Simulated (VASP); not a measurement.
# MnSe: structure and properties in VASP, part 9 of 11

Wanted: the relaxed cell of MnSe and its properties. The start is a cell from a database of measured crystal structures.

VASP 6.6.1, plane waves and PAW; the level of theory is named at each step.

Still holding for the runs below: The magnetic order is the lowest of the few collinear ones that converged above; longer or canted patterns were not tried. The cell is doubled for it, so bands and modes from the zone boundary of the chemical cell fold onto Γ and the labels are those of the larger cell.

So far. Step 9 (Bands along the symmetry lines (optB86b-vdW + U)): The path finds the gap of the mesh within 0.02 eV, so the mesh comes close to both band edges. Step 10 (Total and projected DOS (optB86b-vdW + U)): The gap on this mesh is 1.67 eV, over the 1.53 eV of the band run, since this mesh misses a band edge. In the top eV of the valence band the largest shares in the PAW spheres are Se p 46 % and Mn d 16 %. The rest lies in smaller channels or between the spheres.

The database entry behind the starting cell differs from later determinations by our own check (about 0.4 % short), so it need not match the best structure at ambient conditions.

**11. Volume scan with optB86b-vdW + U**

Level of this step: optB86b-vdW, DFT+U (Mn d 5 eV), spin-polarised from an antiferromagnetic start; plane waves and PAW (Mn_pv, Se) (VASP).

An equation of state needs energies on both sides of the minimum, all on one mesh and cutoff.

INCAR reads:

```
SYSTEM = MnSe
PREC = Accurate
ENCUT = 400
EDIFF = 1E-06
NELM = 100
ISMEAR = 0
SIGMA = 0.05
LREAL = .FALSE.
ALGO = Normal
GGA = MK
AGGAC = 0
LUSE_VDW = .TRUE.
PARAM1 = 0.1234
PARAM2 = 1
LASPH = .TRUE.
NBANDS = 27
ISPIN = 2
MAGMOM = 4.562 -4.562 0 0
LDAU = .TRUE.
LDAUTYPE = 2
LDAUL = 2 -1
LDAUU = 5 0
LDAUJ = 0 0
LDAUPRINT = 1
LMAXMIX = 4
LORBIT = 11
LWAVE = .FALSE.
LCHARG = .FALSE.
KPAR = 4
ISIF = 2
```

POSCAR reads:

```
MnSe
1.0
    0.0000000000      2.6902307980      2.6902307980
    2.6902307980      0.0000000000      2.6902307980
    5.3756748600      5.3756748600      0.0047867359
Mn Se
2 2
Direct
    0.0000000000      0.0000000000      0.0000000000
    0.0000000000      0.0000000000      0.5000000000
    0.5000000000      0.5000000000      0.2500000000
    0.5000000000      0.5000000000      0.7500000000
```

KPOINTS reads:

```
Automatic mesh
0
Gamma
6 6 6
0 0 0
```

The projector-augmented-wave data sets are Mn_pv and Se (PBE family, release 64).

On the command line:

```console
$ mpirun -np 4 vasp_std
```

Output:

```text
[... set-up lines as in an earlier step ...]
 entering main loop
       N       E                     dE             d eps       ncg     rms          rms(c)
DAV:   1     0.333334283267E+03    0.33333E+03   -0.18540E+04  3904   0.123E+03
DAV:   2     0.111641870268E+02   -0.32217E+03   -0.31165E+03  3529   0.364E+02
DAV:   3    -0.116583622590E+02   -0.22823E+02   -0.22458E+02  4109   0.100E+02
DAV:   4    -0.122018490434E+02   -0.54349E+00   -0.54211E+00  3954   0.152E+01
DAV:   5    -0.122085021367E+02   -0.66531E-02   -0.66521E-02  3956   0.201E+00    0.128E+01
DAV:   6    -0.128882307576E+02   -0.67973E+00   -0.13960E+01  3468   0.430E+01    0.139E+01
DAV:   7    -0.139304311581E+02   -0.10422E+01   -0.30347E+00  3774   0.116E+01    0.780E+00
DAV:   8    -0.139038616757E+02    0.26569E-01   -0.27271E-01  3793   0.433E+00    0.457E+00
DAV:   9    -0.139667325228E+02   -0.62871E-01   -0.47998E-02  3707   0.242E+00    0.491E-01
DAV:  10    -0.139716947980E+02   -0.49623E-02   -0.11018E-02  4182   0.134E+00    0.200E-01
DAV:  11    -0.139721206960E+02   -0.42590E-03   -0.12586E-03  3986   0.280E-01    0.104E-01
DAV:  12    -0.139722247235E+02   -0.10403E-03   -0.14855E-04  4108   0.911E-02    0.552E-02
DAV:  13    -0.139722565199E+02   -0.31796E-04   -0.50636E-05  3667   0.494E-02    0.230E-02
DAV:  14    -0.139722592209E+02   -0.27010E-05   -0.59209E-06  3802   0.196E-02    0.890E-03
DAV:  15    -0.139722601767E+02   -0.95580E-06   -0.55496E-06  3818   0.131E-02
   1 F= -.13972260E+02 E0= -.13972260E+02  d E =-.106370E-10  mag=     0.0000
```

The job ended after 76 s (4 MPI ranks of AMD EPYC 7R43, shared host; peak memory 1.9 GiB; 5 min of CPU time).

From OUTCAR (step 11):

```text
   ENCUT  =  400.0 eV  29.40 Ry    5.42 a.u.   6.20  6.20 12.40*2*pi/ulx,y,z

   NELECT =      38.0000    total number of electrons

atom =   1  type =  1  l = 2

 onsite density matrix

spin component  1

  0.9354 -0.0001 -0.0008 -0.0001  0.0000
 -0.0001  0.9354 -0.0004  0.0001  0.0007
 -0.0008 -0.0004  0.9545 -0.0004  0.0000
 -0.0001  0.0001 -0.0004  0.9354 -0.0007
  0.0000  0.0007  0.0000 -0.0007  0.9545

spin component  2

  0.0150 -0.0000  0.0007 -0.0000 -0.0000
 -0.0000  0.0150  0.0004  0.0000 -0.0006
  0.0007  0.0004  0.0883  0.0004 -0.0000
 -0.0000  0.0000  0.0004  0.0150  0.0006
 -0.0000 -0.0006 -0.0000  0.0006  0.0883

 occupancies and eigenvectors

  o =  0.0150  v =  0.0000  0.0000  0.0000  0.0000  0.0000 -0.8164 -0.4067  0.0122 -0.4098  0.0000      0.0000  0.0000  0.0000  0.0000  0.0000  0.0000  0.0000  0.0000  0.0000  0.0000
  o =  0.0150  v =  0.0000  0.0000  0.0000  0.0000  0.0000  0.0018  0.7079 -0.0000 -0.7062  0.0122      0.0000  0.0000  0.0000  0.0000  0.0000  0.0000  0.0000  0.0000  0.0000  0.0000
  o =  0.0151  v =  0.0000  0.0000  0.0000  0.0000  0.0000 -0.5774  0.5774 -0.0000  0.5774  0.0000      0.0000  0.0000  0.0000  0.0000  0.0000  0.0000  0.0000  0.0000  0.0000  0.0000
  o =  0.0883  v =  0.0000  0.0000  0.0000  0.0000  0.0000 -0.0000  0.0086 -0.0002 -0.0086 -0.9999      0.0000  0.0000  0.0000  0.0000  0.0000  0.0000  0.0000  0.0000  0.0000  0.0000
  o =  0.0883  v =  0.0000  0.0000  0.0000  0.0000  0.0000  0.0099  0.0050  0.9999  0.0050 -0.0002      0.0000  0.0000  0.0000  0.0000  0.0000  0.0000  0.0000  0.0000  0.0000  0.0000
  o =  0.9353  v =  0.8155  0.4078  0.0484  0.4077 -0.0000  0.0000  0.0000  0.0000  0.0000  0.0000      0.0000  0.0000  0.0000  0.0000  0.0000  0.0000  0.0000  0.0000  0.0000  0.0000
  o =  0.9353  v = -0.0000  0.7063 -0.0000 -0.7063 -0.0484  0.0000  0.0000  0.0000  0.0000  0.0000      0.0000  0.0000  0.0000  0.0000  0.0000  0.0000  0.0000  0.0000  0.0000  0.0000
  o =  0.9355  v = -0.5774  0.5774  0.0000  0.5774  0.0000  0.0000  0.0000  0.0000  0.0000  0.0000      0.0000  0.0000  0.0000  0.0000  0.0000  0.0000  0.0000  0.0000  0.0000  0.0000
  o =  0.9546  v = -0.0000 -0.0342  0.0000  0.0342 -0.9988  0.0000  0.0000  0.0000  0.0000  0.0000      0.0000  0.0000  0.0000  0.0000  0.0000  0.0000  0.0000  0.0000  0.0000  0.0000
  o =  0.9546  v =  0.0395  0.0197 -0.9988  0.0197 -0.0000  0.0000  0.0000  0.0000  0.0000  0.0000      0.0000  0.0000  0.0000  0.0000  0.0000  0.0000  0.0000  0.0000  0.0000  0.0000

atom =   2  type =  1  l = 2

 onsite density matrix

spin component  1

spin component  2

 occupancies and eigenvectors

  o =  0.0150  v = -0.8164 -0.4068  0.0122 -0.4096  0.0000  0.0000  0.0000  0.0000  0.0000  0.0000      0.0000  0.0000  0.0000  0.0000  0.0000  0.0000  0.0000  0.0000  0.0000  0.0000
  o =  0.0150  v =  0.0016  0.7079 -0.0000 -0.7062  0.0122  0.0000  0.0000  0.0000  0.0000  0.0000      0.0000  0.0000  0.0000  0.0000  0.0000  0.0000  0.0000  0.0000  0.0000  0.0000
  o =  0.0151  v = -0.5774  0.5774 -0.0000  0.5774  0.0000  0.0000  0.0000  0.0000  0.0000  0.0000      0.0000  0.0000  0.0000  0.0000  0.0000  0.0000  0.0000  0.0000  0.0000  0.0000
  o =  0.0883  v = -0.0000  0.0086 -0.0001 -0.0086 -0.9999  0.0000  0.0000  0.0000  0.0000  0.0000      0.0000  0.0000  0.0000  0.0000  0.0000  0.0000  0.0000  0.0000  0.0000  0.0000
  o =  0.0883  v =  0.0099  0.0050  0.9999  0.0050 -0.0001  0.0000  0.0000  0.0000  0.0000  0.0000      0.0000  0.0000  0.0000  0.0000  0.0000  0.0000  0.0000  0.0000  0.0000  0.0000
  o =  0.9353  v =  0.0000  0.0000  0.0000  0.0000  0.0000  0.8155  0.4078  0.0484  0.4077 -0.0000      0.0000  0.0000  0.0000  0.0000  0.0000  0.0000  0.0000  0.0000  0.0000  0.0000
  o =  0.9353  v =  0.0000  0.0000  0.0000  0.0000  0.0000 -0.0000  0.7063 -0.0000 -0.7063 -0.0484      0.0000  0.0000  0.0000  0.0000  0.0000  0.0000  0.0000  0.0000  0.0000  0.0000
  o =  0.9355  v =  0.0000  0.0000  0.0000  0.0000  0.0000 -0.5774  0.5774  0.0000  0.5774  0.0000      0.0000  0.0000  0.0000  0.0000  0.0000  0.0000  0.0000  0.0000  0.0000  0.0000
  o =  0.9546  v =  0.0000  0.0000  0.0000  0.0000  0.0000 -0.0000 -0.0342  0.0000  0.0342 -0.9988      0.0000  0.0000  0.0000  0.0000  0.0000  0.0000  0.0000  0.0000  0.0000  0.0000
  o =  0.9546  v =  0.0000  0.0000  0.0000  0.0000  0.0000  0.0395  0.0197 -0.9988  0.0197 -0.0000      0.0000  0.0000  0.0000  0.0000  0.0000  0.0000  0.0000  0.0000  0.0000  0.0000

 E-fermi :   5.5269

 spin component 1
 k-point     1 :       0.0000    0.0000    0.0000
  band No.  band energies     occupation
    ...
     15       4.3879      1.00000
     16       4.3879      1.00000
     17       4.7629      1.00000
     18       4.7629      1.00000
     19       4.7780      1.00000
     20       7.7976      0.00000
     21       8.4260      0.00000
     22       8.4260      0.00000
     23       8.4702      0.00000
     24       8.8426      0.00000
    ...

 k-point     2 :       0.1667    0.0000    0.0000
  band No.  band energies     occupation
    ...
     15       2.9967      1.00000
     16       3.3140      1.00000
     17       3.8313      1.00000
     18       4.9288      1.00000
     19       4.9303      1.00000
     20       8.1092      0.00000
     21       8.3595      0.00000
     22       8.7217      0.00000
     23       8.9146      0.00000
     24       8.9373      0.00000
    ...

Total vdW correction in eV:      6.7343740

  Total        2.3638345      2.3638345      2.3638345     -0.0353238      0.0353238      0.0353238
  in kB       48.6943963     48.6943963     48.6943963     -0.7276608      0.7276608      0.7276608
  external PRESSURE =      48.6943963 kB  Pullay stress =       0.0000000 kB

 POSITION                                       TOTAL-FORCE (eV/Angst)
 -----------------------------------------------------------------------------------
      0.00000      0.00000      0.00000         0.000000      0.000000     -0.000000
      2.68784      2.68784      0.00239         0.000000      0.000000     -0.000000
      2.68903      2.68903      2.69143         0.000000      0.000000     -0.000000
      5.37687      5.37687      2.69382        -0.000000     -0.000000      0.000000
 -----------------------------------------------------------------------------------
    total drift:                               -0.000000      0.000000      0.000000

  FREE ENERGIE OF THE ION-ELECTRON SYSTEM (eV)
  ---------------------------------------------------
  free  energy   TOTEN  =       -13.9722601767 eV

  energy  without entropy=      -13.9722601767  energy(sigma->0) =      -13.97226018

Total vdW correction in eV:      6.7343222

 magnetization (x)
# of ion       s       p       d       tot
------------------------------------------
    1        0.025   0.021   4.484   4.529
    2       -0.025  -0.021  -4.484  -4.529
    3        0.000   0.000   0.000   0.000
    4        0.000   0.000   0.000   0.000
--------------------------------------------------
tot          0.000   0.000   0.000   0.000

[... 3 parts as in an earlier step ...]

[... 13 further parts left out ...]
```

The scan keeps the cell's shape and the fractional positions fixed.

This step gave:

```yaml
scf_cycles: 15
bands: 27
irreducible_k_points: 32
free_energy_toten: -13.97 eV
fermi_energy: 5.527 eV
pressure: 4.869 GPa
valence_top_at_k: 0, 0, 0.5
conduction_bottom_at_k: 0.5, 0, 0
least_direct_gap_at_k: 0.5, 0, 0
gap_on_the_k_mesh: 1.580 eV
least_direct_gap_on_the_k_mesh: 2.260 eV
```

Spin moment in the PAW sphere by atom:

```
atom  spin moment in the PAW sphere (μB)
 Mn1                                4.53
 Mn2                               -4.53
 Se3                                0.00
 Se4                                0.00
```

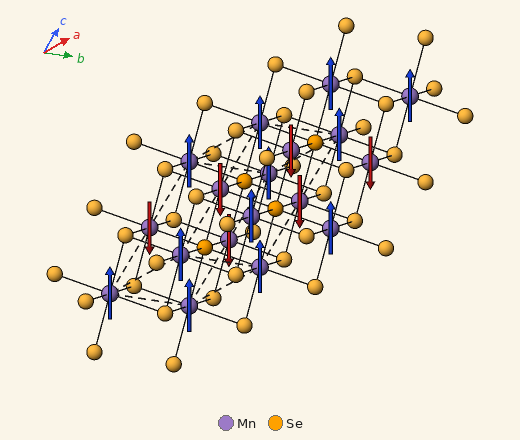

Spin moment in the PAW sphere as arrows, the longest 4.53 μB. Up and down stand for the sign. Arrows give size and sign along the axis of quantisation, drawn up and down the page. The two directions have two colours. 2×1×1 cells are drawn. Some periodic images of atoms are drawn too.

The pressure here is 4.87 GPa.

**12. Volume scan with optB86b-vdW + U (run 2)**

INCAR is that of step 11.

POSCAR reads:

```
MnSe
1.0
    0.0000000000      2.7091767095      2.7091767095
    2.7091767095      0.0000000000      2.7091767095
    5.4135329726      5.4135329726      0.0048204464
Mn Se
2 2
Direct
    0.0000000000      0.0000000000      0.0000000000
    0.0000000000      0.0000000000      0.5000000000
    0.5000000000      0.5000000000      0.2500000000
    0.5000000000      0.5000000000      0.7500000000
```

KPOINTS is that of step 11.

On the command line:

```console
$ mpirun -np 4 vasp_std
```

Output:

```text
[... set-up lines as in an earlier step ...]
 entering main loop
       N       E                     dE             d eps       ncg     rms          rms(c)
DAV:   1     0.335054056741E+03    0.33505E+03   -0.18518E+04  3920   0.122E+03
DAV:   2     0.115367564861E+02   -0.32352E+03   -0.31332E+03  3522   0.365E+02
DAV:   3    -0.116628535169E+02   -0.23200E+02   -0.22819E+02  4021   0.998E+01
DAV:   4    -0.122448686505E+02   -0.58202E+00   -0.58055E+00  3911   0.156E+01
DAV:   5    -0.122518820342E+02   -0.70134E-02   -0.70125E-02  4017   0.207E+00    0.125E+01
DAV:   6    -0.129196669434E+02   -0.66778E+00   -0.14061E+01  3471   0.429E+01    0.136E+01
DAV:   7    -0.139791740724E+02   -0.10595E+01   -0.30577E+00  3764   0.115E+01    0.768E+00
DAV:   8    -0.139449552743E+02    0.34219E-01   -0.26913E-01  3779   0.428E+00    0.454E+00
DAV:   9    -0.140132283226E+02   -0.68273E-01   -0.49585E-02  3714   0.244E+00    0.497E-01
DAV:  10    -0.140180556676E+02   -0.48273E-02   -0.11101E-02  4148   0.133E+00    0.206E-01
DAV:  11    -0.140184732384E+02   -0.41757E-03   -0.12987E-03  4078   0.280E-01    0.107E-01
DAV:  12    -0.140185867798E+02   -0.11354E-03   -0.15324E-04  4129   0.932E-02    0.558E-02
DAV:  13    -0.140186203208E+02   -0.33541E-04   -0.45527E-05  3678   0.485E-02    0.224E-02
DAV:  14    -0.140186234581E+02   -0.31373E-05   -0.51011E-06  3470   0.190E-02    0.800E-03
DAV:  15    -0.140186245645E+02   -0.11064E-05   -0.49643E-06  3859   0.127E-02    0.218E-03
DAV:  16    -0.140186257250E+02   -0.11605E-05   -0.38137E-07  1959   0.459E-03    0.201E-03
DAV:  17    -0.140186257469E+02   -0.21820E-07   -0.86192E-08  1908   0.176E-03
   1 F= -.14018626E+02 E0= -.14018626E+02  d E =-.101013E-20  mag=     0.0000
```

Elapsed: 82 s, on 4 MPI ranks; peak memory 1.9 GiB.

OUTCAR, selected parts (step 12):

```text
   ENCUT  =  400.0 eV  29.40 Ry    5.42 a.u.   6.25  6.25 12.48*2*pi/ulx,y,z

   NELECT =      38.0000    total number of electrons

atom =   1  type =  1  l = 2

 onsite density matrix

spin component  1

  0.9360 -0.0000 -0.0007 -0.0000 -0.0000
 -0.0000  0.9360 -0.0003  0.0000  0.0006
 -0.0007 -0.0003  0.9543 -0.0003  0.0000
 -0.0000  0.0000 -0.0003  0.9360 -0.0006
 -0.0000  0.0006  0.0000 -0.0006  0.9543

spin component  2

  0.0142 -0.0000  0.0007 -0.0000  0.0000
 -0.0000  0.0142  0.0003  0.0000 -0.0006
  0.0007  0.0003  0.0846  0.0003 -0.0000
 -0.0000  0.0000  0.0003  0.0142  0.0006
  0.0000 -0.0006 -0.0000  0.0006  0.0846

 occupancies and eigenvectors

  o =  0.0142  v =  0.0000  0.0000  0.0000  0.0000  0.0000 -0.8137 -0.4644  0.0121 -0.3493 -0.0010      0.0000  0.0000  0.0000  0.0000  0.0000  0.0000  0.0000  0.0000  0.0000  0.0000
  o =  0.0142  v =  0.0000  0.0000  0.0000  0.0000  0.0000 -0.0665  0.6715  0.0010 -0.7379  0.0121      0.0000  0.0000  0.0000  0.0000  0.0000  0.0000  0.0000  0.0000  0.0000  0.0000
  o =  0.0143  v =  0.0000  0.0000  0.0000  0.0000  0.0000  0.5774 -0.5774  0.0000 -0.5774  0.0000      0.0000  0.0000  0.0000  0.0000  0.0000  0.0000  0.0000  0.0000  0.0000  0.0000
  o =  0.0846  v =  0.0000  0.0000  0.0000  0.0000  0.0000 -0.0099 -0.0049 -0.9999 -0.0049 -0.0000      0.0000  0.0000  0.0000  0.0000  0.0000  0.0000  0.0000  0.0000  0.0000  0.0000
  o =  0.0846  v =  0.0000  0.0000  0.0000  0.0000  0.0000  0.0000 -0.0086 -0.0000  0.0086  0.9999      0.0000  0.0000  0.0000  0.0000  0.0000  0.0000  0.0000  0.0000  0.0000  0.0000
  o =  0.9359  v =  0.8118  0.3374  0.0458  0.4744  0.0045  0.0000  0.0000  0.0000  0.0000  0.0000      0.0000  0.0000  0.0000  0.0000  0.0000  0.0000  0.0000  0.0000  0.0000  0.0000
  o =  0.9359  v =  0.0791  0.7426  0.0045 -0.6635 -0.0458  0.0000  0.0000  0.0000  0.0000  0.0000      0.0000  0.0000  0.0000  0.0000  0.0000  0.0000  0.0000  0.0000  0.0000  0.0000
  o =  0.9361  v =  0.5774 -0.5774 -0.0000 -0.5774  0.0000  0.0000  0.0000  0.0000  0.0000  0.0000      0.0000  0.0000  0.0000  0.0000  0.0000  0.0000  0.0000  0.0000  0.0000  0.0000
  o =  0.9543  v = -0.0376 -0.0188  0.9989 -0.0188 -0.0000  0.0000  0.0000  0.0000  0.0000  0.0000      0.0000  0.0000  0.0000  0.0000  0.0000  0.0000  0.0000  0.0000  0.0000  0.0000
  o =  0.9543  v =  0.0000  0.0326  0.0000 -0.0326  0.9989  0.0000  0.0000  0.0000  0.0000  0.0000      0.0000  0.0000  0.0000  0.0000  0.0000  0.0000  0.0000  0.0000  0.0000  0.0000

atom =   2  type =  1  l = 2

 onsite density matrix

spin component  1

  0.0142 -0.0000  0.0007 -0.0000 -0.0000
 -0.0000  0.0142  0.0003  0.0000 -0.0006
  0.0007  0.0003  0.0846  0.0003 -0.0000
 -0.0000  0.0000  0.0003  0.0142  0.0006
 -0.0000 -0.0006 -0.0000  0.0006  0.0846

spin component  2

  0.9360 -0.0000 -0.0007 -0.0000  0.0000
 -0.0000  0.9360 -0.0003  0.0000  0.0006
 -0.0007 -0.0003  0.9543 -0.0003  0.0000
 -0.0000  0.0000 -0.0003  0.9360 -0.0006
  0.0000  0.0006  0.0000 -0.0006  0.9543

 occupancies and eigenvectors

  o =  0.0142  v = -0.5687 -0.7917  0.0084  0.2230 -0.0087  0.0000  0.0000  0.0000  0.0000  0.0000      0.0000  0.0000  0.0000  0.0000  0.0000  0.0000  0.0000  0.0000  0.0000  0.0000
  o =  0.0142  v =  0.5858 -0.1996 -0.0087  0.7854 -0.0084  0.0000  0.0000  0.0000  0.0000  0.0000      0.0000  0.0000  0.0000  0.0000  0.0000  0.0000  0.0000  0.0000  0.0000  0.0000
  o =  0.0143  v = -0.5774  0.5774  0.0000  0.5774 -0.0000  0.0000  0.0000  0.0000  0.0000  0.0000      0.0000  0.0000  0.0000  0.0000  0.0000  0.0000  0.0000  0.0000  0.0000  0.0000
  o =  0.0846  v =  0.0099  0.0047  0.9995  0.0052  0.0276  0.0000  0.0000  0.0000  0.0000  0.0000      0.0000  0.0000  0.0000  0.0000  0.0000  0.0000  0.0000  0.0000  0.0000  0.0000
  o =  0.0846  v = -0.0003 -0.0087 -0.0276  0.0084  0.9995  0.0000  0.0000  0.0000  0.0000  0.0000      0.0000  0.0000  0.0000  0.0000  0.0000  0.0000  0.0000  0.0000  0.0000  0.0000
  o =  0.9359  v =  0.0000  0.0000  0.0000  0.0000  0.0000  0.7527  0.6485  0.0425  0.1042 -0.0177      0.0000  0.0000  0.0000  0.0000  0.0000  0.0000  0.0000  0.0000  0.0000  0.0000
  o =  0.9359  v =  0.0000  0.0000  0.0000  0.0000  0.0000 -0.3142  0.4947 -0.0177 -0.8089 -0.0425      0.0000  0.0000  0.0000  0.0000  0.0000  0.0000  0.0000  0.0000  0.0000  0.0000
  o =  0.9361  v =  0.0000  0.0000  0.0000  0.0000  0.0000  0.5774 -0.5774 -0.0000 -0.5774 -0.0000      0.0000  0.0000  0.0000  0.0000  0.0000  0.0000  0.0000  0.0000  0.0000  0.0000
  o =  0.9543  v =  0.0000  0.0000  0.0000  0.0000  0.0000 -0.0376 -0.0188  0.9989 -0.0188 -0.0000      0.0000  0.0000  0.0000  0.0000  0.0000  0.0000  0.0000  0.0000  0.0000  0.0000
  o =  0.9543  v =  0.0000  0.0000  0.0000  0.0000  0.0000  0.0000  0.0326  0.0000 -0.0326  0.9989      0.0000  0.0000  0.0000  0.0000  0.0000  0.0000  0.0000  0.0000  0.0000  0.0000

 E-fermi :   5.3949

 spin component 1
 k-point     1 :       0.0000    0.0000    0.0000
  band No.  band energies     occupation
    ...
     15       4.1906      1.00000
     16       4.1906      1.00000
     17       4.5535      1.00000
     18       4.5535      1.00000
     19       4.5681      1.00000
     20       7.4344      0.00000
     21       8.2281      0.00000
     22       8.2281      0.00000
     23       8.2641      0.00000
     24       8.6070      0.00000
    ...

 k-point     2 :       0.1667    0.0000   -0.0000
  band No.  band energies     occupation
    ...
     15       2.8097      1.00000
     16       3.1352      1.00000
     17       3.6506      1.00000
     18       4.7038      1.00000
     19       4.7082      1.00000
     20       7.9095      0.00000
     21       8.1241      0.00000
     22       8.5115      0.00000
     23       8.6952      0.00000
     24       8.7101      0.00000
    ...

Total vdW correction in eV:      6.7862720

  Total        1.5264020      1.5264020      1.5264020     -0.0342115      0.0342115      0.0342115
  in kB       30.7884231     30.7884231     30.7884231     -0.6900652      0.6900652      0.6900652
  external PRESSURE =      30.7884231 kB  Pullay stress =       0.0000000 kB

 POSITION                                       TOTAL-FORCE (eV/Angst)
 -----------------------------------------------------------------------------------
      0.00000      0.00000      0.00000         0.000000      0.000000      0.000000
      2.70677      2.70677      0.00241         0.000000      0.000000      0.000000
      2.70797      2.70797      2.71038        -0.000000     -0.000000     -0.000000
      5.41474      5.41474      2.71279         0.000000      0.000000     -0.000000
 -----------------------------------------------------------------------------------
    total drift:                               -0.000000      0.000000      0.000000

  FREE ENERGIE OF THE ION-ELECTRON SYSTEM (eV)
  ---------------------------------------------------
  free  energy   TOTEN  =       -14.0186257469 eV

  energy  without entropy=      -14.0186257469  energy(sigma->0) =      -14.01862575

Total vdW correction in eV:      6.7862727

 magnetization (x)
# of ion       s       p       d       tot
------------------------------------------
    1        0.025   0.021   4.495   4.541
    2       -0.025  -0.021  -4.495  -4.541
    3        0.000   0.000   0.000   0.000
    4        0.000   0.000   0.000   0.000
--------------------------------------------------
tot          0.000   0.000   0.000   0.000

[... 3 parts as in an earlier step ...]

[... 13 further parts left out ...]
```

This step gave:

| Property | Result |
| --- | --- |
| SCF cycles | 17 |
| free energy (TOTEN) | -14.02 eV |
| Fermi energy | 5.395 eV |
| pressure | 3.079 GPa |
| gap on the k-mesh | 1.564 eV |
| least direct gap on the k-mesh | 2.221 eV |

The pressure falls from 4.87 to 3.08 GPa.

The run ends at a pressure of 3.08 GPa.

(Part 9 of 11 ends here.)

[Lines on the potential files, build, host, timing and source positions are cut from VASP's logs without a mark.]

[Logs are printed without paths, hosts, clocks, repeated set-up lines and the standing remarks that a program may print on its own settings, such as how far it seeks lower states.]

[Hosts, paths, dates, database ids (printed as entryN), source tags and the programs' standing remarks are cut or masked in the printed files.]

[A measured line is paired with the nearest computed mode of its activity, which favours agreement.]
